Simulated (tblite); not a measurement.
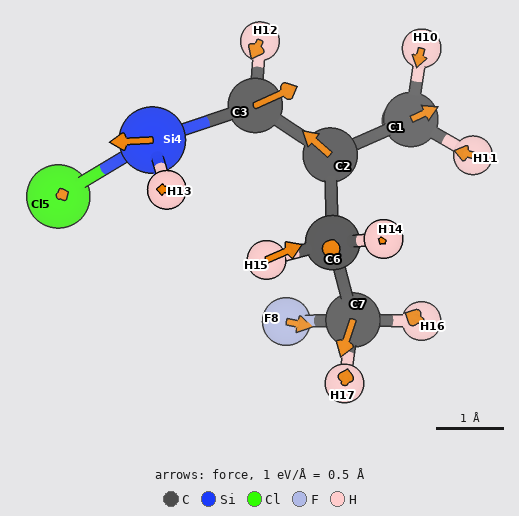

Starting geometry of C5H9ClFSi (multiplicity 2) with the computed forces as orange arrows. A ball-and-stick model, seen at a tilt.

Level of theory: tblite 0.8.0, GFN2-xTB geometry optimisation, gas phase. 

Q: What follows when this structure is relaxed?

A: It isn't relaxed: the largest force vector, on a C atom, is 1.89 eV/Å. The final displacements have little in common with the starting forces (cosine between the two patterns 0.17). The energy falls by 60.4 kJ/mol in 147 geometry steps. The largest move after the best rigid fit is that of an H atom, 1.68 Å. By element the largest moves are H 1.68 Å, Cl 1.65 Å, F 0.76 Å, Si 0.36 Å, C 0.34 Å. Near-neighbour distances that change, for instance: C–H 1.130 → 1.092 Å, C–Si 1.815 → 1.842 Å, H–Si 1.471 → 1.447 Å, C–H 1.108 → 1.086 Å. Bond angles that change, for instance: C–Si–H 113.4° → 124.6°, F–C–H 115.0° → 106.5°, Si–C–H 121.4° → 115.1°. Groups turn about C–Si by about 75°, C–C by about 50°, C–C by about 30°. The run took 1.3 s on 1 thread of Arm Neoverse V1, with other jobs on the host.
